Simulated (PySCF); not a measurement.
**C5H10Si (SMILES C=CC[SiH]1CC1): density, localisation and related maps**

```xyz
16

C     2.7191   -1.3119    0.3711
C     1.4709   -1.3051   -0.0605
C     0.3108   -0.7923    0.7168
Si   -0.2726    0.8810    0.0225
C    -2.0862    1.3552    0.2044
C    -1.6879    0.9236   -1.2200
H     2.9773   -0.9565    1.3558
H     3.5331   -1.6756   -0.2323
H     1.2392   -1.6630   -1.0555
H     0.5890   -0.6782    1.7650
H    -0.5144   -1.5039    0.6650
H     0.7371    1.9281   -0.0258
H    -2.7852    0.7061    0.7131
H    -2.3646    2.3928    0.3164
H    -2.1437    0.0097   -1.5763
H    -1.7294    1.6990   -1.9713
```

Geometry: GFN2-xTB, NEB image 0 of 0 to 8.

The calculation used PBE0/pcSseg-1, SCF density, gas phase, non-relativistic in PySCF.

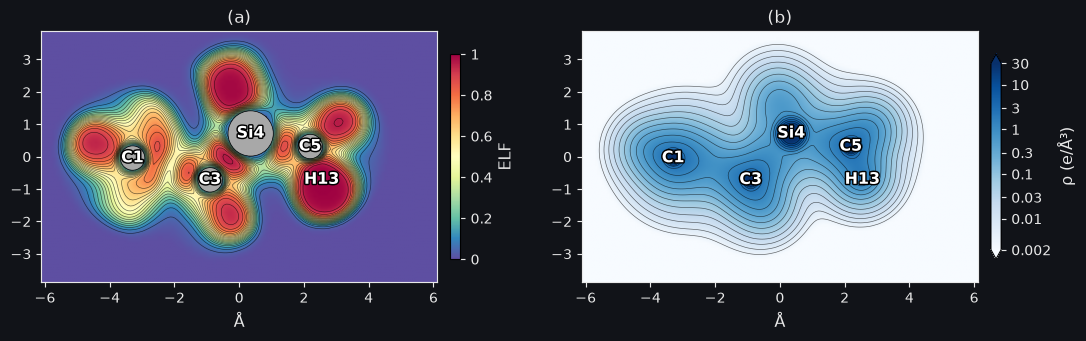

Figure 1. (a) ELF; (b) electron density on the plane of atoms Si4, C5 and H13. Grey discs cover the atomic cores in the ELF map.

Question: What do the fields say about this system?

Answer:
- Atoms in the plane: C, Si and H.
- C–Si (1.88 Å): the density is about 0.84 e/Å³ at the midpoint; the ELF peaks at about 0.85 between the atoms: a shared electron pair.
- C–H (1.08 Å): ρ is about 2 e/Å³ halfway; the ELF climbs to about 1 towards the hydrogen, as it does in any bond to H; a covalent bond by its length.

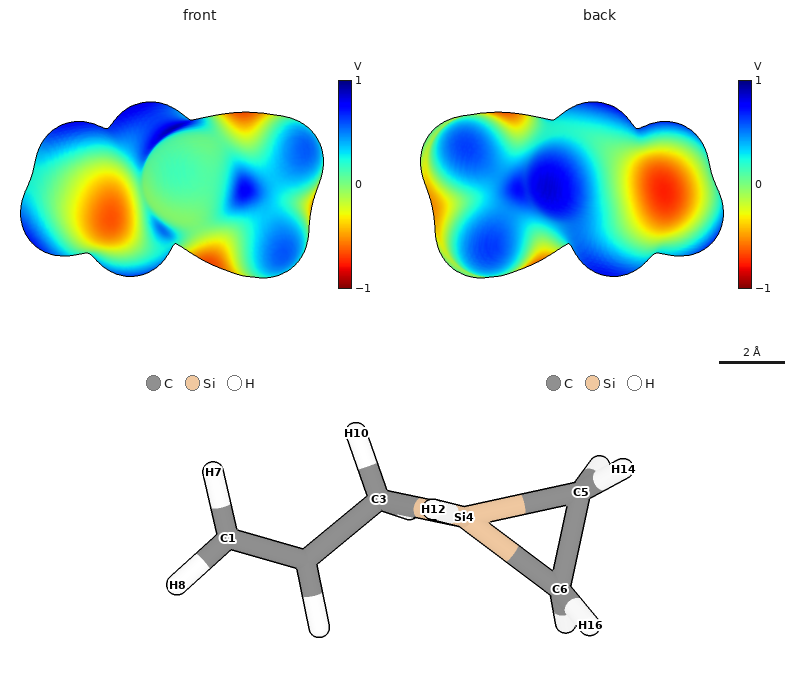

Figure 2. The electrostatic potential painted on the density surface at 0.002 e/bohr³, seen from the front and from behind; red is negative and blue positive. The bare structure is drawn below in the same view.

Question: Which sites attract a positive test charge, and which a negative one?

Answer: A positive charge is drawn to the negative regions and a negative charge to the positive ones. The most negative region (about −0.7 V) lies over the π face of C1 and C2, the most positive (about +0.9 V) over Si4, H10 and H11.
